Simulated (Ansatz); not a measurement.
The compound is TaCd (space group R-3m, No. 166), taken as the end point of a relaxation with DFT, LDA, PAW with Ansatz's default frozen-core files, scalar-relativistic (Ansatz 0.2.0); the starting structure was generated, so it need not be a known form of this composition.

```cif
data_structure
_symmetry_space_group_name_H-M 'P 1'
_symmetry_Int_Tables_number 1
_cell_length_a 2.8774
_cell_length_b 2.8774
_cell_length_c 15.0136
_cell_angle_alpha 90.000
_cell_angle_beta 90.000
_cell_angle_gamma 120.000
_cell_volume 107.65
loop_
_atom_site_label
_atom_site_type_symbol
_atom_site_fract_x
_atom_site_fract_y
_atom_site_fract_z
_atom_site_occupancy
Cd1 Cd 0.00000 0.00000 0.00000 1
Ta1 Ta 0.66667 0.33333 0.83333 1
Cd2 Cd 0.66667 0.33333 0.33333 1
Ta2 Ta 0.33333 0.66667 0.16667 1
Cd3 Cd 0.33333 0.66667 0.66667 1
Ta3 Ta 0.00000 0.00000 0.50000 1
```

Describe the stacking along c, naming the columns A, B, C as they first turn up.

Cd(A) – Ta(B) – Cd(C) – Ta(A) – Cd(B) – Ta(C) (six layers in 15.01 Å).

As equal spheres, ABCABC: cubic close packing.

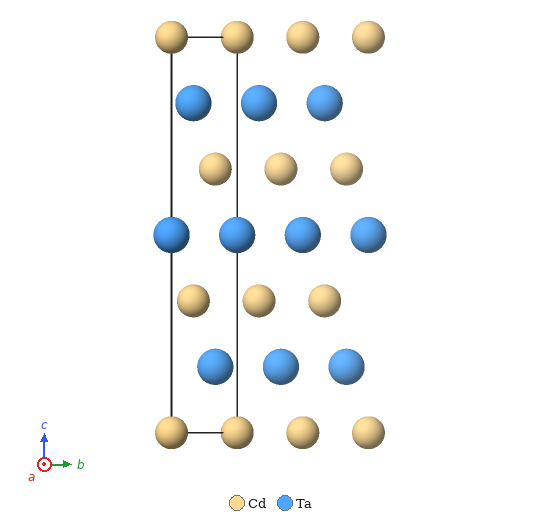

The picture looks along a close-packed row of the hexagonal mesh; c points upwards. Every atom sits on one of the three columns of the mesh; call them A, B, C in the order in which they first turn up. The sequence starts with the first layer at or above the cell's origin.
